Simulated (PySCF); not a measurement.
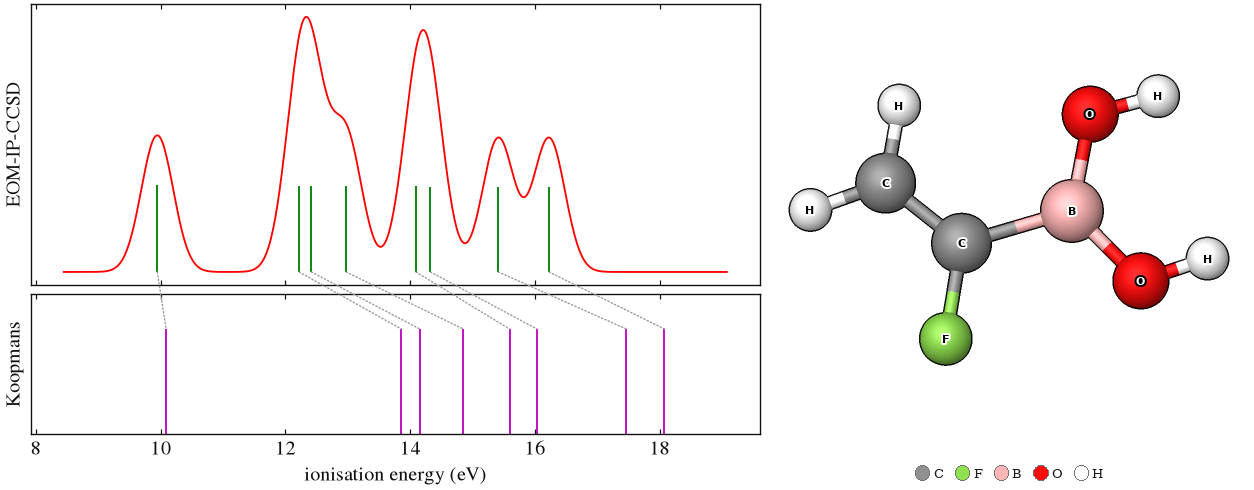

Valence photoelectron lines of C₂H₄BFO₂, SMILES C=C(F)B(O)O: vertical EOM-IP-CCSD/aug-cc-pVDZ (frozen core, PySCF 2.14.0, at a PBE0-D3(BJ)/def2-SVP geometry (no frequency check); 8 lines, one for each of the 8 highest orbitals, so a line of a deeper orbital can be missing among them) above, Hartree-Fock orbital energies with the sign turned below, non-relativistic; dotted lines join each line to its leading orbital. Stick heights are one-hole weights (summed over degenerate lines), not cross-sections; Gaussian width 0.60 eV.

Q: What is the first vertical ionisation energy, and how far is Koopmans' value off?

A: 9.95 eV from the HOMO; Koopmans gives 10.09 eV, 0.14 eV too high.

Q: List the lines.

A:
| hole | EOM-IP-CCSD (eV) | Koopmans (eV) | one-hole weight |
| --- | --- | --- | --- |
| HOMO | 9.95 | 10.09 | 0.96 |
| HOMO-1 | 12.22 | 13.86 | 0.95 |
| HOMO-2 | 12.42 | 14.16 | 0.94 |
| HOMO-3 | 12.98 | 14.85 | 0.95 |
| HOMO-4 | 14.10 | 15.59 | 0.95 |
| HOMO-5 | 14.33 | 16.03 | 0.94 |
| HOMO-6 | 15.41 | 17.47 | 0.94 |
| HOMO-7 | 16.23 | 18.08 | 0.94 |

Note: small basis, so the lines can lie some tenths of an eV too low; one conformer of a flexible molecule.
